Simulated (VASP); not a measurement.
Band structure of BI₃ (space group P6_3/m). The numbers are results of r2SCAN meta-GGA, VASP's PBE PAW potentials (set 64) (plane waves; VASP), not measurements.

The path is coarsely sampled, so an indirect gap can come out somewhat too large. Unless said otherwise, spin-orbit coupling is left out, though it shifts the bands of the heavy elements here.

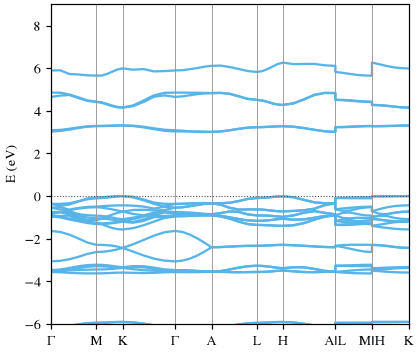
Figure. Bands along high-symmetry lines, zero at the valence-band maximum or, without a gap, the Fermi level

**Question.** Read the plot: is there a gap, and where are the band edges?

**Answer.** The gap is indirect, 3.00 eV, from the valence maximum at K to the conduction minimum at Γ-A at 0.80.

The structure comes from a measured BI3 entry (P6_3/m) of the Crystallography Open Database, whose conditions weren't checked. It was relaxed first, which changed the volume by +11 %.
